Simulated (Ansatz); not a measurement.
The figure comes from a scan of Ni (fcc, Cu type): volume and axial ratio are varied about the relaxed values (subscript 0). Computed with PBE (plane waves to 420 eV, PAW, scalar-relativistic; Ansatz, a quantum-chemistry and plane-wave program). k mesh 23×23×23 (Γ-centred), Fermi-Dirac smearing 0.05 eV. Compression counts positive. With partly filled bands, the response to shear is sensitive to the k mesh, so small differences along c/a are uncertain. Ni was relaxed with its symmetry unable to fall. Relaxed Ni ends ferromagnetic. The PAW data are Ansatz's earlier set. Other magnetic orders were not checked, so this need not be the ground state. 

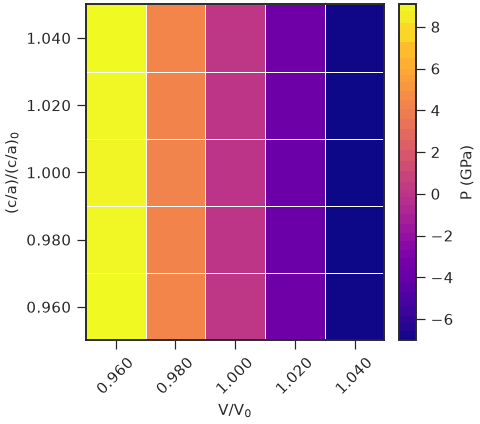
P (GPa), one tile a computed point.

### Question
Read the plotted values off the figure, to the accuracy that the plot allows.

### Answer
To the nearest 2:

P (GPa), with V/V₀ across and (c/a)/(c/a)₀ down:

```csv
(c/a)/(c/a)₀ \ V/V₀,0.960,0.980,1.000,1.020,1.040
0.960,10,4,0,-4,-6
0.980,8,4,0,-4,-8
1.000,8,4,0,-4,-8
1.020,8,4,0,-4,-6
1.040,10,4,0,-4,-6
```

(A scan under strain: stresses follow from slopes of the energy per volume, elastic moduli from its curvatures.)
